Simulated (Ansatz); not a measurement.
## SiH2ClF2: geometry relaxation

The run: geometry relaxation of SiH2ClF2, multiplicity 2. Method and program: UHF/def2-SVP (Ansatz 0.2.0).

It belongs to a series of runs on one base structure; here: end point A relaxed. Figures and captions count atoms from 1; the log counts them from 0 in places.

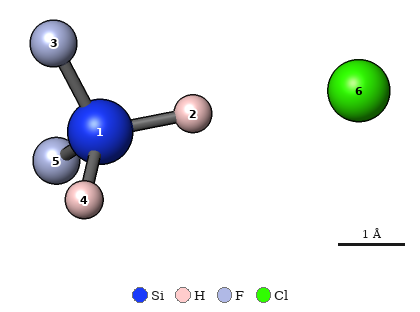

Fig. 1: The starting structure (ball-and-stick view, seen at a tilt; atoms are numbered from 1 in the order of the input). Bond lengths as drawn: F–Si 1.60 Å and H–Si 1.46 Å.

Summary

| quantity | value |
| --- | --- |
| outcome | converged |
| total energy | −25800.6894 eV |
| mean-field energy | −25800.6894 eV |
| ⟨S²⟩ | 0.755 |
| largest force (length of the vector) at the end | 0.028 eV/Å |
| hardware | 1 thread of AMD EPYC (Zen 3), 32 GiB of memory available, shared host |
| wall time | 56 s |
| peak memory | 0.24 GiB |

Input
```yaml
crystal:
  periodic: [false, false, false]
  atoms:
    - { symbol: Si, position_ang: [-0.010653, 0.019027, -0.054109] }
    - { symbol: H, position_ang: [0.025745, -0.044244, 1.406172] }
    - { symbol: F, position_ang: [1.487916, -0.004098, -0.603211] }
    - { symbol: H, position_ang: [-0.692634, 1.200357, -0.58168] }
    - { symbol: F, position_ang: [-0.739842, -1.290287, -0.603409] }
    - { symbol: Cl, position_ang: [-0.007733, 0.013245, 3.981037] }
magnetization:
  spin_polarized: true
  initial_magnetization: 1
basis:
  gaussian: { orbitals: def2-SVP }
hamiltonian:
  xc: hf
relax:
  f_tol: 0.03
  max_steps: 50
output:
  orbitals: {}
```

Launch command:
```bash
ansatz run input.yaml --threads 1 --pin off --max-ram 2048MiB --backend cpu --events-out ev --progress --plain --runs-dir out
```

The program's output
```
The last accepted step is kept in [file] (removed where the run ends without a failure and the disk answers)
Engine: ansatz 0.2.0, x86_64-unknown-linux-gnu
Functional definition: HF
  exchange = exact_x
  correlation = 0
719 factors; integrals over basis functions are off by at most 6.6e-4 eV
mean field evaluation 1: about -25795.4451 eV, gradient 2.5e1 eV
mean field evaluation 2: about -25795.4602 eV, gradient 2.5e1 eV
mean field evaluation 4: about -25800.4096 eV, gradient 3.6e0 eV
mean field evaluation 8: about -25800.6230 eV, gradient 1.8e-1 eV
mean field evaluation 16: about -25800.6240 eV, gradient 1.6e-5 eV
mean field evaluation 32: about -25800.6007 eV, gradient 4.9e-2 eV
mean field evaluation 64: about -25800.5984 eV, gradient 1.2e-1 eV
mean field evaluation 96: about -25800.4947 eV, gradient 3.1e0 eV
mean field evaluation 128: about -25800.5777 eV, gradient 5.3e-2 eV
mean field evaluation 160: about -25800.6238 eV, gradient 7.5e-3 eV
mean field -25800.62396064 eV, -948.1554422623 hartree, gradient 1.9e-7 eV, S^2 0.755718; 3 other end points of the search recorded, 0 dependent functions left out
the calculation of the forces begins
reference -25800.62396064 eV, -948.1554422623 hartree; 26, 25 occupied and 48, 49 virtual orbitals, 719 factors
relax step   1: F+E_penalty+E_count = -25800.62396064 eV  Δ(F+E_penalty+E_count) = +0.000e0 eV  max|allowed force component| = 1.751e-1 eV/Å  Δτ_max = 0.0000 Å  (268 SCF iters, accepted)
these checks for a lower state are left out or cut short: starts, cluster_reference, orbital_swaps, neighbouring_geometries, increment
719 factors; integrals over basis functions are off by at most 6.6e-4 eV
mean field -25800.63477773 eV, -948.1558397832 hartree, gradient 1.6e-7 eV, S^2 0.755647; 0 other end points of the search recorded, 0 dependent functions left out
the calculation of the forces begins
reference -25800.63477773 eV, -948.1558397832 hartree; 26, 25 occupied and 48, 49 virtual orbitals, 719 factors
relax step   2: F+E_penalty+E_count = -25800.63477773 eV  Δ(F+E_penalty+E_count) = -1.082e-2 eV  max|allowed force component| = 1.425e-1 eV/Å  Δτ_max = 0.0581 Å  (87 SCF iters, accepted)
these checks for a lower state are left out or cut short: starts, cluster_reference, orbital_swaps, neighbouring_geometries, increment
719 factors; integrals over basis functions are off by at most 6.4e-4 eV
mean field evaluation 192: about -25800.6591 eV, gradient 2.7e-3 eV
mean field -25800.65912843 eV, -948.1567346551 hartree, gradient 6.2e-10 eV, S^2 0.755415; 0 other end points of the search recorded, 0 dependent functions left out
the calculation of the forces begins
reference -25800.65912843 eV, -948.1567346551 hartree; 26, 25 occupied and 48, 49 virtual orbitals, 719 factors
relax step   3: F+E_penalty+E_count = -25800.65912843 eV  Δ(F+E_penalty+E_count) = -2.435e-2 eV  max|allowed force component| = 2.644e-1 eV/Å  Δτ_max = 0.2000 Å  (151 SCF iters, accepted)
these checks for a lower state are left out or cut short: starts, cluster_reference, orbital_swaps, neighbouring_geometries, increment
719 factors; integrals over basis functions are off by at most 6.6e-4 eV
mean field evaluation 224: about -25800.6799 eV, gradient 1.3e-3 eV
mean field evaluation 256: about -25800.6798 eV, gradient 2.7e-1 eV
mean field -25800.68027565 eV, -948.1575118010 hartree, gradient 6.1e-10 eV, S^2 0.755486; 1 other end points of the search recorded, 0 dependent functions left out
the calculation of the forces begins
reference -25800.68027565 eV, -948.1575118010 hartree; 26, 25 occupied and 48, 49 virtual orbitals, 719 factors
relax step   4: F+E_penalty+E_count = -25800.68027565 eV  Δ(F+E_penalty+E_count) = -2.115e-2 eV  max|allowed force component| = 5.764e-2 eV/Å  Δτ_max = 0.1960 Å  (326 SCF iters, accepted)
these checks for a lower state are left out or cut short: starts, cluster_reference, orbital_swaps, neighbouring_geometries, increment
719 factors; integrals over basis functions are off by at most 6.7e-4 eV
mean field -25800.68156900 eV, -948.1575593307 hartree, gradient 6.9e-11 eV, S^2 0.755483; 0 other end points of the search recorded, 0 dependent functions left out
the calculation of the forces begins
reference -25800.68156900 eV, -948.1575593307 hartree; 26, 25 occupied and 48, 49 virtual orbitals, 719 factors
relax step   5: F+E_penalty+E_count = -25800.68156900 eV  Δ(F+E_penalty+E_count) = -1.293e-3 eV  max|allowed force component| = 5.220e-2 eV/Å  Δτ_max = 0.0202 Å  (130 SCF iters, accepted)
these checks for a lower state are left out or cut short: starts, cluster_reference, orbital_swaps, neighbouring_geometries, increment
719 factors; integrals over basis functions are off by at most 6.7e-4 eV
mean field evaluation 288: about -25800.6658 eV, gradient 7.1e-1 eV
mean field -25800.68771456 eV, -948.1577851757 hartree, gradient 1.4e-10 eV, S^2 0.755463; 0 other end points of the search recorded, 0 dependent functions left out
the calculation of the forces begins
reference -25800.68771456 eV, -948.1577851757 hartree; 26, 25 occupied and 48, 49 virtual orbitals, 719 factors
relax step   6: F+E_penalty+E_count = -25800.68771456 eV  Δ(F+E_penalty+E_count) = -6.146e-3 eV  max|allowed force component| = 2.411e-2 eV/Å  Δτ_max = 0.1470 Å  (139 SCF iters, accepted)
these checks for a lower state are left out or cut short: starts, cluster_reference, orbital_swaps, neighbouring_geometries, increment
719 factors; integrals over basis functions are off by at most 6.7e-4 eV
mean field evaluation 320: about -25800.6892 eV, gradient 1.4e-9 eV
mean field -25800.68919163 eV, -948.1578394573 hartree, gradient 1.9e-10 eV, S^2 0.755452; 0 other end points of the search recorded, 0 dependent functions left out
the calculation of the forces begins
reference -25800.68919163 eV, -948.1578394573 hartree; 26, 25 occupied and 48, 49 virtual orbitals, 719 factors
relax step   7: F+E_penalty+E_count = -25800.68919163 eV  Δ(F+E_penalty+E_count) = -1.477e-3 eV  max|allowed force component| = 2.125e-2 eV/Å  Δτ_max = 0.0947 Å  (131 SCF iters, accepted)
these checks for a lower state are left out or cut short: starts, cluster_reference, orbital_swaps, neighbouring_geometries, increment
719 factors; integrals over basis functions are off by at most 6.7e-4 eV
mean field -25800.68942635 eV, -948.1578480831 hartree, gradient 1.1e-10 eV, S^2 0.755447; 0 other end points of the search recorded, 0 dependent functions left out
the calculation of the forces begins
reference -25800.68942635 eV, -948.1578480831 hartree; 26, 25 occupied and 48, 49 virtual orbitals, 719 factors
relax step   8: F+E_penalty+E_count = -25800.68942635 eV  Δ(F+E_penalty+E_count) = -2.347e-4 eV  max|allowed force component| = 2.742e-2 eV/Å  Δτ_max = 0.0516 Å  (127 SCF iters, accepted)
719 factors; integrals over basis functions are off by at most 6.7e-4 eV
mean field evaluation 352: about -25800.6728 eV, gradient 6.6e-3 eV
mean field evaluation 384: about -25800.6892 eV, gradient 3.0e-3 eV
mean field evaluation 416: about -25800.6890 eV, gradient 1.6e-4 eV
mean field evaluation 448: about -25800.6715 eV, gradient 3.1e-1 eV
mean field evaluation 480: about -25800.6893 eV, gradient 5.7e-3 eV
mean field evaluation 512: about -25800.6887 eV, gradient 5.6e-3 eV
mean field evaluation 544: about -25800.6890 eV, gradient 3.6e-5 eV
```

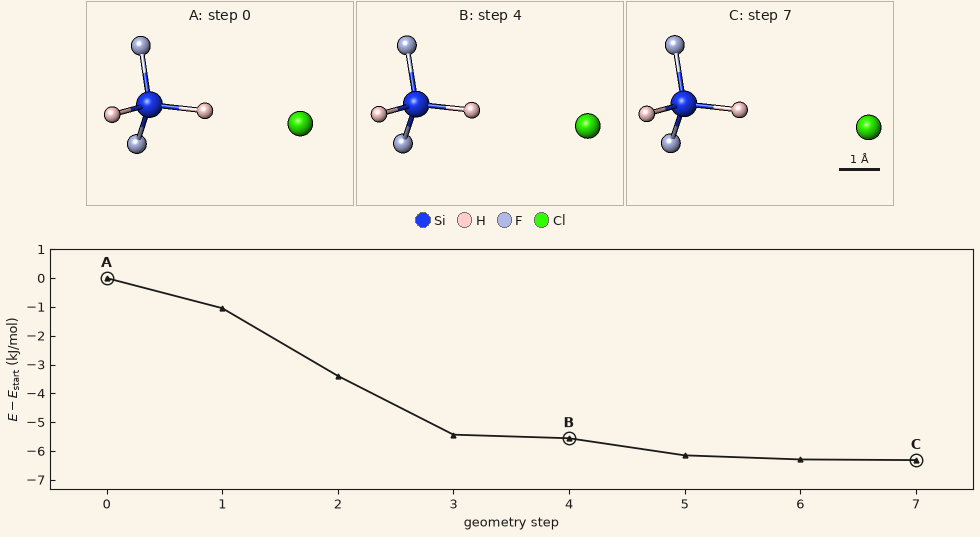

Fig. 2: Frames of the relaxation (ball-and-stick view, seen at a tilt) above the curves, on which the letters mark them (the first geometry is step 0 here and step 1 in the log).

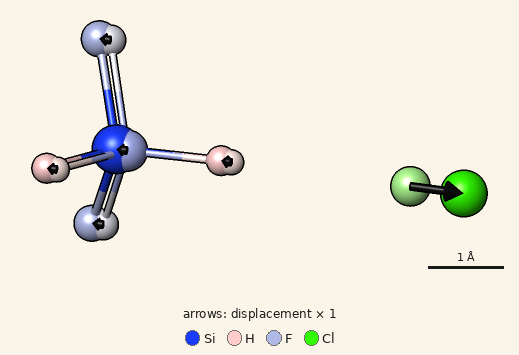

Fig. 3: Start (faint) and end (solid) with the displacements as black arrows, at true length (ball-and-stick view, seen at a tilt). The two geometries are laid on each other by the best rigid fit. Over 7 geometry steps the energy falls by 6.32 kJ/mol. The largest force component goes from 0.18 to 0.027 eV/Å. The largest move after the best rigid fit is that of Cl6, 0.77 Å. By element the largest moves are Cl 0.77 Å, F 0.16 Å, H 0.15 Å, Si 0.15 Å. (Atoms are counted from 1 in the order of the input.)

```
mean field -25800.68942635 eV, -948.1578480831 hartree, gradient 1.1e-10 eV, S^2 0.755447; 4 other end points of the search recorded, 0 dependent functions left out
the calculation of the forces begins
reference -25800.68942635 eV, -948.1578480831 hartree; 26, 25 occupied and 48, 49 virtual orbitals, 719 factors
Total energy: -25800.68942635 eV, -948.1578480831 hartree
Atom 0 at    -0.008675     0.015633    -0.203797 Å, force     0.001807    -0.003067     0.027416 eV/Å
Atom 1 at     0.034416    -0.059222     1.256512 Å, force    -0.002213     0.003831    -0.012925 eV/Å
Atom 2 at     1.486869    -0.004014    -0.764410 Å, force    -0.002620     0.002752    -0.006097 eV/Å
Atom 3 at    -0.692088     1.199428    -0.727029 Å, force     0.004057    -0.007021    -0.003285 eV/Å
Atom 4 at    -0.739370    -1.289320    -0.764603 Å, force    -0.001090     0.003609    -0.006108 eV/Å
Atom 5 at    -0.018353     0.031494     4.748127 Å, force     0.000060    -0.000104     0.000998 eV/Å
Dipole moment:    -0.161151     0.279083     0.264138 e Å
```

Trajectory as extended XYZ (Å, eV, eV/Å), 8 frames, from step=1 to step=8
```
6
Properties=species:S:1:pos:R:3:forces:R:3 step=1 energy=-25800.62396
Si   -0.0107    0.0190   -0.0541   -0.0009   0.0018  -0.0655
H     0.0257   -0.0442    1.4062    0.0058  -0.0099  -0.1116
F     1.4879   -0.0041   -0.6032   -0.0167  -0.0033   0.0022
H    -0.6926    1.2004   -0.5817    0.0032  -0.0055  -0.0024
F    -0.7398   -1.2903   -0.6034    0.0111   0.0127   0.0022
Cl   -0.0077    0.0132    3.9810   -0.0025   0.0043   0.1751
6
Properties=species:S:1:pos:R:3:forces:R:3 step=2 energy=-25800.63478
Si   -0.0107    0.0191   -0.0659    0.0003  -0.0004  -0.0057
H     0.0265   -0.0455    1.3965    0.0024  -0.0041  -0.1340
F     1.4875   -0.0041   -0.6154   -0.0054  -0.0020  -0.0011
H    -0.6925    1.2001   -0.5939    0.0004  -0.0008  -0.0007
F    -0.7396   -1.2899   -0.6156    0.0045   0.0036  -0.0011
Cl   -0.0083    0.0143    4.0391   -0.0021   0.0037   0.1425
6
Properties=species:S:1:pos:R:3:forces:R:3 step=3 energy=-25800.65913
Si   -0.0101    0.0181   -0.0999   -0.0230   0.0395  -0.2644
H     0.0309   -0.0531    1.3477    0.0062  -0.0109   0.1900
F     1.4864   -0.0035   -0.6563    0.0171  -0.0020  -0.0157
H    -0.6926    1.2002   -0.6292    0.0083  -0.0142   0.0075
F    -0.7396   -1.2886   -0.6565   -0.0067  -0.0157  -0.0155
Cl   -0.0122    0.0209    4.2389   -0.0019   0.0034   0.0981
6
Properties=species:S:1:pos:R:3:forces:R:3 step=4 energy=-25800.68028
Si   -0.0093    0.0166   -0.1391    0.0090  -0.0160  -0.0451
H     0.0348   -0.0599    1.3180   -0.0015   0.0025  -0.0063
F     1.4859   -0.0030   -0.7023   -0.0057   0.0057  -0.0028
H    -0.6924    1.1999   -0.6642    0.0010  -0.0017  -0.0008
F    -0.7398   -1.2880   -0.7025   -0.0019   0.0080  -0.0027
Cl   -0.0165    0.0284    4.4348   -0.0009   0.0015   0.0576
6
Properties=species:S:1:pos:R:3:forces:R:3 step=5 energy=-25800.68157
Si   -0.0088    0.0158   -0.1431    0.0020  -0.0036  -0.0195
H     0.0347   -0.0598    1.3159    0.0015  -0.0027  -0.0413
F     1.4858   -0.0027   -0.7076   -0.0045   0.0004   0.0039
H    -0.6920    1.1992   -0.6675   -0.0002   0.0004   0.0008
F    -0.7400   -1.2878   -0.7078    0.0020   0.0041   0.0040
Cl   -0.0170    0.0291    4.4549   -0.0008   0.0014   0.0522
6
Properties=species:S:1:pos:R:3:forces:R:3 step=6 energy=-25800.68772
Si   -0.0090    0.0163   -0.1744    0.0057  -0.0094   0.0241
H     0.0347   -0.0597    1.2850   -0.0037   0.0065  -0.0154
F     1.4866   -0.0037   -0.7350   -0.0013   0.0054  -0.0114
H    -0.6925    1.2001   -0.6976    0.0038  -0.0066  -0.0058
F    -0.7395   -1.2889   -0.7351   -0.0041   0.0037  -0.0116
Cl   -0.0175    0.0300    4.6019   -0.0002   0.0004   0.0201
6
Properties=species:S:1:pos:R:3:forces:R:3 step=7 energy=-25800.68919
Si   -0.0082    0.0148   -0.1917   -0.0067   0.0120  -0.0213
H     0.0350   -0.0603    1.2674    0.0024  -0.0042   0.0035
F     1.4860   -0.0026   -0.7557    0.0073  -0.0054   0.0039
H    -0.6913    1.1980   -0.7157   -0.0039   0.0067   0.0034
F    -0.7401   -1.2879   -0.7559    0.0010  -0.0091   0.0039
Cl   -0.0187    0.0320    4.6966    0.0000   0.0000   0.0066
6
Properties=species:S:1:pos:R:3:forces:R:3 step=8 energy=-25800.68943
Si   -0.0087    0.0156   -0.2038    0.0018  -0.0031   0.0274
H     0.0344   -0.0592    1.2565   -0.0022   0.0038  -0.0129
F     1.4869   -0.0040   -0.7644   -0.0026   0.0028  -0.0061
H    -0.6921    1.1994   -0.7270    0.0041  -0.0070  -0.0033
F    -0.7394   -1.2893   -0.7646   -0.0011   0.0036  -0.0061
Cl   -0.0184    0.0315    4.7481    0.0001  -0.0001   0.0010
```

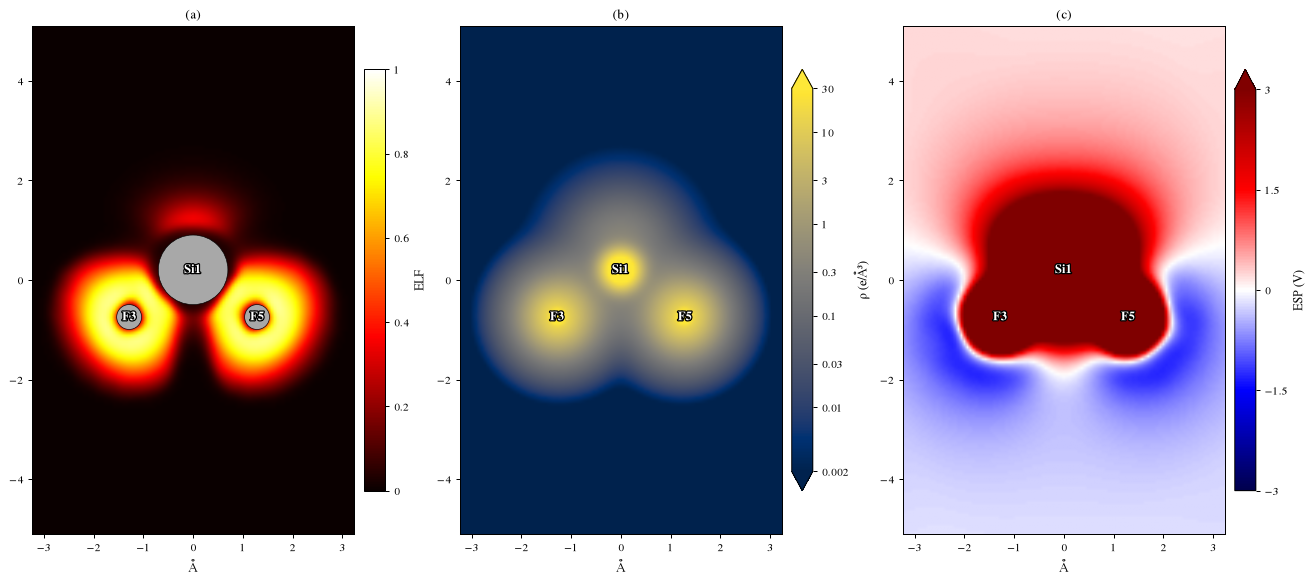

Fig. 4: (a) electron localisation function; (b) total electron density; (c) molecular electrostatic potential on the plane of atoms F3, Si1 and F5. Grey discs, where drawn, cover atomic cores. The section cuts through Si and F sites.

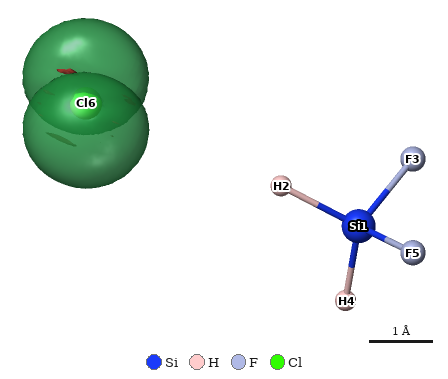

Fig. 5: Isosurfaces of the spin density (α minus β) at +0.03 (green) and −0.03 e/Å³ (red), seen at an oblique angle. The unpaired spin (1 electron) lies mostly on Cl6 (about 1.0), in electrons by Hirshfeld's partition.
